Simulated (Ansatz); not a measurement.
# Frequency calculation, with input and output: BH2Cl3

BH2Cl3, computed with RKS PBE0/def2-SVP (Ansatz 0.2.0).

It belongs to a series of runs on one base structure; here: vibrations at the highest image of the band. Figures and captions count atoms from 1; the log counts them from 0 in places.

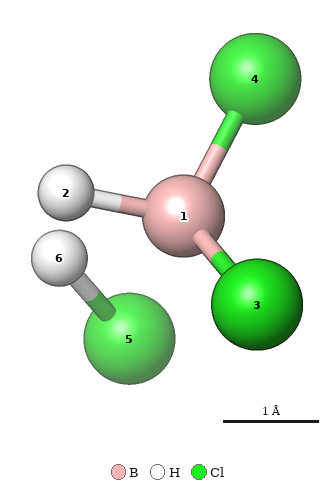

Figure 1. The structure (ball-and-stick view, seen at a tilt; atoms are numbered from 1 in the order of the input). Bond lengths as drawn: B–Cl 1.76 Å, B–H 1.30 Å and Cl–H 1.53 Å.

### Input file
```yaml
crystal:
  periodic: [false, false, false]
  atoms:
    - { symbol: B, position_ang: [0.014291, -0.239645, 0.066367] }
    - { symbol: H, position_ang: [0.012346, 0.185326, 1.29183] }
    - { symbol: Cl, position_ang: [1.539922, 0.171267, -0.71804] }
    - { symbol: Cl, position_ang: [-1.537662, 0.102575, -0.699143] }
    - { symbol: Cl, position_ang: [0.062977, -2.249927, 0.688057] }
    - { symbol: H, position_ang: [0.037027, -0.893295, 1.390629] }
basis:
  gaussian: { orbitals: def2-SVP }
hamiltonian:
  xc: pbe0
phonons: {}
```

Hardware: 1 thread of Arm Neoverse V2, 24 GiB of memory available, shared host.

Run as:
```bash
ansatz run input.yaml --threads 1 --pin off --max-ram 2048MiB --backend cpu --events-out ev --progress --plain --runs-dir out
```

### Output
```
Engine: ansatz 0.2.0, aarch64-unknown-linux-gnu
Functional definition: PBE0
  parameter a = 0.25
  parameter kappa = 0.804
  parameter beta = 0.06672455060314922
  exchange = (1 - a)*pbe_x(kappa = kappa, mu = beta*pi^2/3) + a*exact_x
  correlation = pbe_c(beta = beta)
792 factors; integrals over basis functions are off by at most 3.6e-4 eV
mean field evaluation 1: about -38252.1789 eV, gradient 9.4e0 eV
mean field evaluation 2: about -38252.3344 eV, gradient 6.2e0 eV
mean field evaluation 4: about -38252.4318 eV, gradient 6.2e-1 eV
mean field evaluation 8: about -38252.4785 eV, gradient 5.4e-2 eV
mean field -38252.47855426 eV, -1405.7526584080 hartree, gradient 7.7e-5 eV, S^2 0.000000; 0 other end points of the search recorded, 0 dependent functions left out
the calculation of the forces begins
reference -38252.47857274 eV, -1405.7526590871 hartree; 29, 29 occupied and 49, 49 virtual orbitals, 792 factors
these checks for a lower state are left out or cut short: stability, starts, cluster_reference, orbital_swaps, neighbouring_geometries, increment
792 factors; integrals over basis functions are off by at most 3.6e-4 eV
mean field evaluation 16: about -38252.4323 eV, gradient 2.6e-1 eV
mean field -38252.47845384 eV, -1405.7526547174 hartree, gradient 2.1e-6 eV, S^2 0.000000; 0 other end points of the search recorded, 0 dependent functions left out
[... from here on the field's lines of each further geometry are left out, up to the last ...]
the calculation of the forces begins
reference -38252.47854290 eV, -1405.7526579904 hartree; 29, 29 occupied and 49, 49 virtual orbitals, 792 factors
these checks for a lower state are left out or cut short: stability, starts, cluster_reference, orbital_swaps, neighbouring_geometries, increment
792 factors; integrals over basis functions are off by at most 3.6e-4 eV
mean field -38252.47852547 eV, -1405.7526573497 hartree, gradient 1.2e-6 eV, S^2 0.000000; 0 other end points of the search recorded, 0 dependent functions left out
the calculation of the forces begins
reference -38252.47854394 eV, -1405.7526580287 hartree; 29, 29 occupied and 49, 49 virtual orbitals, 792 factors
WARN: phonons: modes at or below zero, which the zero-point energy, F, S and C_V leave out: 1, the lowest at -802.89 cm⁻¹. A minimum has none, and a first-order saddle one
Total energy: -38252.47857274 eV, -1405.7526590871 hartree
Atom 0 at     0.014291    -0.239645     0.066367 Å, force     0.000109    -0.000345     0.000159 eV/Å
Atom 1 at     0.012346     0.185326     1.291830 Å, force    -0.000044     0.000401     0.000126 eV/Å
Atom 2 at     1.539922     0.171267    -0.718040 Å, force     0.000132     0.000018    -0.000044 eV/Å
Atom 3 at    -1.537662     0.102575    -0.699143 Å, force    -0.000186     0.000035    -0.000025 eV/Å
Atom 4 at     0.062977    -2.249927     0.688057 Å, force     0.000003     0.000229     0.000017 eV/Å
Atom 5 at     0.037027    -0.893295     1.390629 Å, force    -0.000015    -0.000337    -0.000233 eV/Å
Dipole moment:     0.001805     0.020148     0.367771 e Å
Vibrations: -802.89 185.99 214.58 307.51 669.12 703.48 756.73 939.63 1058.59 1360.46 1653.47 2244.88 cm⁻¹, zero-point energy 0.625776 eV
```

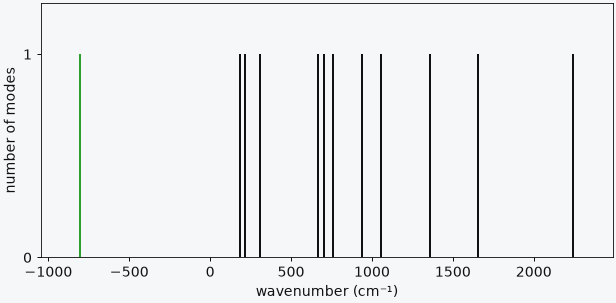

Figure 2. Harmonic vibrational wavenumbers from the force constants; neighbouring modes closer than 14 cm⁻¹ are counted in one stick, and imaginary ones are drawn at negative wavenumbers. 12 modes from 803i to 2245 cm⁻¹, 1 imaginary beyond 8i (803i cm⁻¹): a first-order saddle point, if the geometry is stationary.

### Summary

| quantity | value |
| --- | --- |
| outcome | converged |
| total energy | −38252.4786 eV |
| mean-field energy | −38252.4786 eV |
| largest force (length of the vector) | under 0.001 eV/Å |
| wall time | 64 s |
| peak memory | 0.15 GiB |
